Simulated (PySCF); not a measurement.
Consider C7H11B.

Input

```
{"job": {"kind": "nmr", "xc": "PBE0", "basis": "pcSseg-1"}, "charge": 0, "multiplicity": 1}
B      2.660672     0.409625     0.202041
C      1.137380     0.450885     0.095272
C      0.260531     1.002100     0.959043
C     -1.133716     0.724355     0.487425
C     -1.343177    -0.792691     0.718932
C     -0.366523    -1.431376    -0.284711
C      0.273988    -0.204682    -0.971953
C     -0.916818     0.755189    -1.028990
H      3.199344     1.051555     1.019016
H      3.289678    -0.251947    -0.530638
H      0.492677     1.492247     1.888639
H     -1.920003     1.351745     0.900938
H     -1.128249    -1.071888     1.749838
H     -2.376144    -1.063330     0.500432
H     -0.892975    -2.047181    -1.013950
H      0.387303    -2.048321     0.203230
H      0.776327    -0.432318    -1.908557
H     -0.647316     1.744927    -1.396685
H     -1.762785     0.370356    -1.596784
```

Run with:

```sh
OMP_NUM_THREADS=1 python probes_run.py task.json out
```

Geometry: GFN2-xTB.

Computed with PBE0/pcSseg-1, SCF density, gas phase, non-relativistic in PySCF 2.14.0.

What can the converged electron density and electron localisation function tell about the bonding?

Answer. C–C (1.35 Å): ρ at the midpoint is about 2.3 e/Å³; the ELF peaks at about 0.95 between the atoms, as expected for localised, covalent bonding.
C–B (1.53 Å): the density is about 1.5 e/Å³ at the midpoint; the ELF peaks at about 0.95 between the atoms (localised, covalent bonding).
C–H (1.08 Å): ρ is about 2.1 e/Å³ halfway; the ELF climbs to about 1 towards the hydrogen, as it does in any bond to H; an ordinary covalent bond to hydrogen.
C–C (1.50 Å): ρ at the midpoint is about 1.7 e/Å³; the ELF peaks at about 0.95 between the atoms, as expected for a shared electron pair.

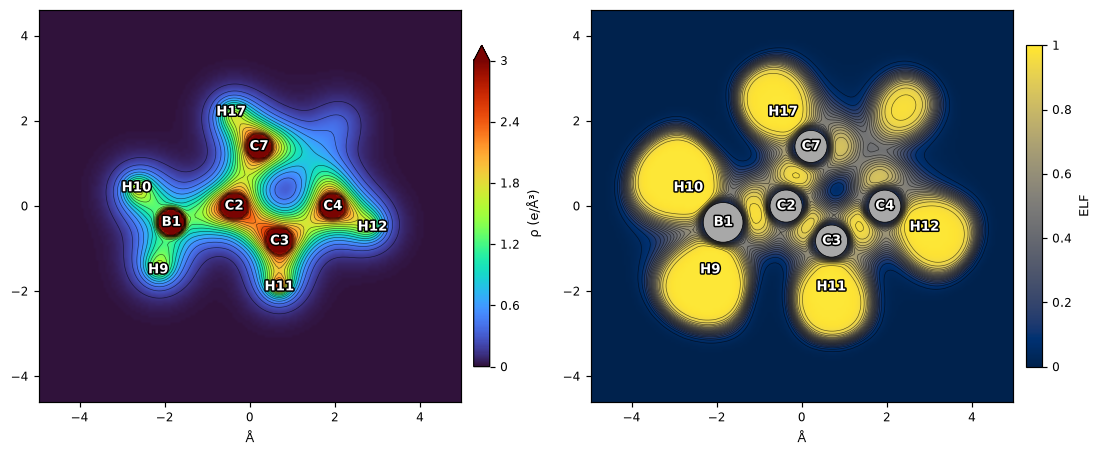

Computed electron density and electron localisation function on the plane of atoms B1, C2 and C3, in this order. Grey discs cover the atomic cores in the ELF map. 
